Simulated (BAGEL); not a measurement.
**HF/cc-pVTZ (density fitting with qzvpp-jkfit) run of [HF2]− (SMILES F[H-]F)**

What is the vertical ionisation energy of [HF2]− at HF/cc-pVTZ (density fitting with qzvpp-jkfit)? 

Program for the calculation: BAGEL 1.2.2.

3 further runs of the same task are left out: 3 set aside as unsound or not needed. Runs told in other sessions of the task aren't counted.

### Step 1. The system as given

[HF2]− has 3 atoms, charge -1, and is taken as a singlet. SMILES: `F[H-]F`. The coordinates come from a PBE0-D4/def2-TZVPD relaxation.

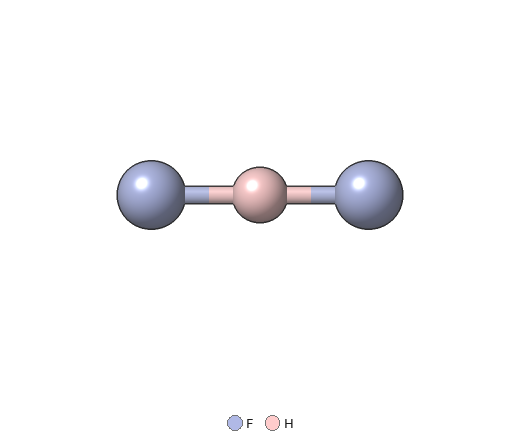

Viewed from a chosen angle; fluorine light blue, hydrogen pink.

### Step 2. The energy at HF/cc-pVTZ (density fitting with qzvpp-jkfit)

Contents of input.json:

```json
{ "bagel" : [

{
  "title" : "molecule",
  "basis" : "cc-pvtz.json",
  "df_basis" : "qzvpp-jkfit",
  "angstrom" : true,
  "geometry" : [
    { "atom" : "F", "xyz" : [      -0.973200,       0.344400,      -0.491000 ] },
    { "atom" : "H", "xyz" : [       0.000000,       0.000000,       0.000000 ] },
    { "atom" : "F", "xyz" : [       0.973200,      -0.344400,       0.491000 ] }
  ]
},

{ "title" : "hf", "charge" : -1 },

{ "title" : "print", "file" : "orbitals.molden", "orbitals" : true }

]}
```

The basis set cc-pVTZ is read from a file made from the Basis Set Exchange's data (not shown).

Command:

```console
$ BAGEL_NUM_THREADS=1 BAGEL input.json > input.out
```

Log:

```text
* using 1 threads per process

  ===============================================================
  ===============================================================

  *** Geometry ***

  { "atom" : "F", "xyz" : [     -1.839081,      0.650822,     -0.927856 ] },
  { "atom" : "H", "xyz" : [      0.000000,      0.000000,      0.000000 ] },
  { "atom" : "F", "xyz" : [      1.839081,     -0.650822,      0.927856 ] },

  Number of auxiliary basis functions:      172

  Since a DF basis is specified, we compute 2- and 3-index integrals:
    o Being stored without compression. Storage requirement is 0.008 GB

  Number of basis functions:       74
  Number of electrons      :       19

    * METHOD: MOLECULE                             0.04

  *** RHF ***

  === Nuclear Repulsion ===
    27.0801256169

      * DIIS with orbital gradients will be used.

  === RHF iteration (cc-pvtz.json) ===
      0       -199.24979913          0.02975534           0.01
      1       -199.44723196          0.01881561           0.01
      2       -199.55964926          0.00046317           0.01
      3       -199.55973196          0.00009136           0.01
      4       -199.55973498          0.00001069           0.01
      5       -199.55973506          0.00000204           0.01
      6       -199.55973506          0.00000030           0.01
      7       -199.55973506          0.00000004           0.01
      8       -199.55973506          0.00000001           0.01
      9       -199.55973506          0.00000000           0.01
    * SCF iteration converged.

    * Permanent dipole moment:
           (   -0.000000,     0.000000,    -0.000000) a.u.

    * METHOD: HF                                   0.12

    * METHOD: PRINT                                0.01

  ===============================================================
```

Wall time 0.4 s (1 thread of Arm Neoverse V1, shared host).

### Step 3. Doublet neutral HF2

Contents of hf.json:

```json
{ "bagel": [

{
  "title": "molecule",
  "basis": "cc-pvtz.json",
  "df_basis": "qzvpp-jkfit",
  "angstrom": true,
  "geometry": [
    { "atom": "F", "xyz": [   -0.973200,    0.344400,   -0.491000 ] },
    { "atom": "H", "xyz": [    0.000000,    0.000000,    0.000000 ] },
    { "atom": "F", "xyz": [    0.973200,   -0.344400,    0.491000 ] }
  ]
},
{
  "title": "uhf",
  "nopen": 1
},
{
  "title": "print",
  "file": "orbitals.molden",
  "orbitals": true
}

]}
```

The basis set cc-pVTZ is read from a file made from the Basis Set Exchange's data (not shown).

Command:

```console
$ BAGEL_NUM_THREADS=1 BAGEL hf.json > hf.out
```

Log:

```text
* using 1 threads per process

  ===============================================================
  ===============================================================

  *** Geometry ***

  { "atom" : "F", "xyz" : [     -1.839081,      0.650822,     -0.927856 ] },
  { "atom" : "H", "xyz" : [      0.000000,      0.000000,      0.000000 ] },
  { "atom" : "F", "xyz" : [      1.839081,     -0.650822,      0.927856 ] },

  Number of auxiliary basis functions:      172

  Since a DF basis is specified, we compute 2- and 3-index integrals:
    o Being stored without compression. Storage requirement is 0.008 GB

  Number of basis functions:       74
  Number of electrons      :       19

    * METHOD: MOLECULE                             0.04

  *** Open-shell HF ***

  === Nuclear Repulsion ===
    27.0801256169

      * DIIS with orbital gradients will be used.

  === UHF iteration (cc-pvtz.json) ===
      0       -199.24407247          0.03877516           0.02
      1       -199.35584005          0.01884478           0.02
      2       -199.38394038          0.00965160           0.02
      3       -199.39257723          0.00113595           0.02
      4       -199.39386898          0.00021388           0.02
      5       -199.39396636          0.00005947           0.02
      6       -199.39397342          0.00001032           0.02
      7       -199.39397357          0.00000293           0.02
      8       -199.39397358          0.00000052           0.02
      9       -199.39397358          0.00000022           0.02
     10       -199.39397358          0.00000005           0.02
     11       -199.39397359          0.00000002           0.02
     12       -199.39397359          0.00000001           0.02
    * SCF iteration converged.

    * S^2 (UHF) is 0.8336

    * Permanent dipole moment:
           (   -0.000000,     0.000000,    -0.000000) a.u.

    * METHOD: UHF                                  0.26

    * METHOD: PRINT                                0.01

  ===============================================================
```

Wall time 0.48 s (1 thread of Arm Neoverse V1, shared host).

### Step 4. What came out

Level: HF/cc-pVTZ (density fitting with qzvpp-jkfit).

| quantity | value |
| --- | --- |
| singlet [HF2]−: total energy | -199.55974 Eh |
| singlet [HF2]−: HOMO energy | -7.03 eV |
| singlet [HF2]−: LUMO energy | 13.38 eV |
| singlet [HF2]−: HOMO–LUMO gap (to an unbound level, set by the basis) | 20.41 eV |
| doublet neutral HF2: total energy | -199.39397 Eh |
| doublet neutral HF2: dipole moment | 0.00 D |
| doublet neutral HF2: ⟨S²⟩ | 0.834 |
| vertical detachment energy (to the doublet neutral) | 4.511 eV |

What this shows: The vertical ionisation energy comes to 4.51 eV (435 kJ/mol). −ε(HOMO) before ionisation, 7.03 eV, is 2.52 eV above this ionisation energy.
